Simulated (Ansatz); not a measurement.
Input

```
crystal:
  periodic: [false, false, false]
  atoms:
    - {symbol: F, position_ang: [-0.940364, -0.486159, 1.573639]}
    - {symbol: Sn, position_ang: [0.012695, -0.066265, 0.003603]}
    - {symbol: F, position_ang: [1.784710, -0.642587, 0.281828]}
    - {symbol: F, position_ang: [-0.696621, -1.153891, -1.361511]}
    - {symbol: Br, position_ang: [-0.110620, 2.275202, -0.539057]}
basis:
  gaussian: {orbitals: def2-TZVPP}
hamiltonian: {xc: pbe0, dispersion: d4}
output: {orbitals: {seedname: orbitals}}
```

Run with:

```sh
ansatz run in.yaml --threads 4 --pin off --events-out ev --progress --plain --max-ram 10444MiB
```

Geometry: PBE0-D4/def2-TZVP; core potentials replace the inner electrons of Sn.

These are results of Ansatz 0.2.0, RKS PBE0-D4/def2-TZVPP, not measurements.

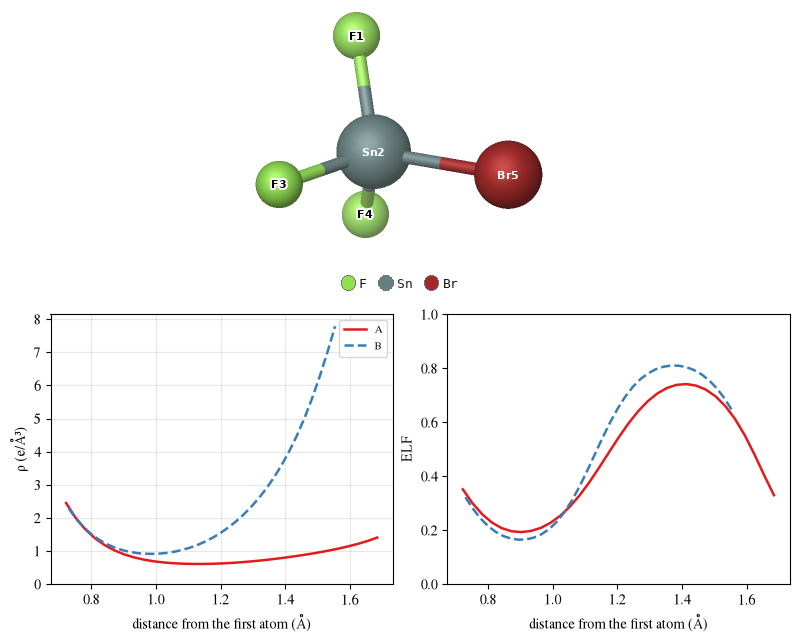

BrF₃Sn (SMILES [F][Sn]([F])([F])[Br]). Electron density and electron localisation function along straight lines between neighbouring atoms. The curves leave out the atomic cores. The structure is drawn too.

Which curve belongs to which contact (Sn–Br and Sn–F)? The first atom named is at distance zero.

Answer. Curve A: Sn–Br (2.41 Å): ρ is about 0.62 e/Å³ halfway; the ELF peaks at about 0.75 in the valence shell of Br, 1.0 Å from its nucleus, and drops to about 0.20 between the two atoms. Curve B: Sn–F (1.88 Å): the density is about 0.94 e/Å³ at the midpoint; the ELF peaks at about 0.80 in the valence shell of F, 0.5 Å from its nucleus, and drops to about 0.15 between the two atoms.
